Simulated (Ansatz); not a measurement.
## Carrier doping in RuP2

Take RuP₂ (space group Pnnm, No. 58; a = 5.1027 Å, b = 5.8686 Å, c = 2.8620 Å) as the base.

Carriers are added at fixed cell with a uniform background; the Fermi–Dirac width is that of 300 K.

The values are results of DFT with PBEsol, PAW potentials and a 420 eV plane-wave cutoff in Ansatz (a quantum-chemistry and plane-wave program), without spin-orbit coupling, not measurements.

Notes on the quantities. Fermi level from band edge: Fermi level relative to the doped band's edge (positive inside the band; to 0.05 eV).

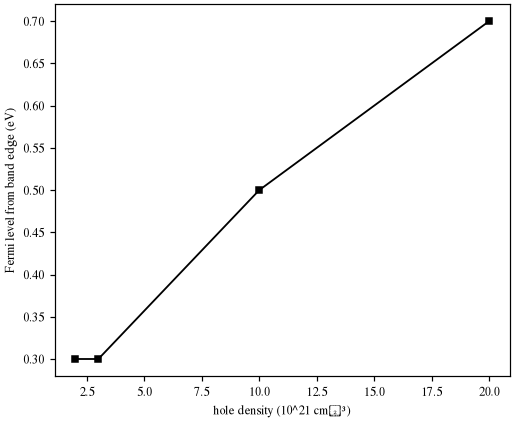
Fig. 1. Fermi level from band edge against hole density

### Question
From the plot, what is the Fermi level from band edge for holes 2.0×10^22 cm⁻³?

### Answer
About 0.70 eV.

### Question
Is the trend monotonic over the range shown?

### Answer
Yes, it rises throughout, spanning +0.30 eV to +0.70 eV.

Charged cell with a jellium background: band edges are those of the host's band count, energies are not comparable with the neutral cell, and many-body gap narrowing is missing. Whether these cells are dynamically stable was not tested.
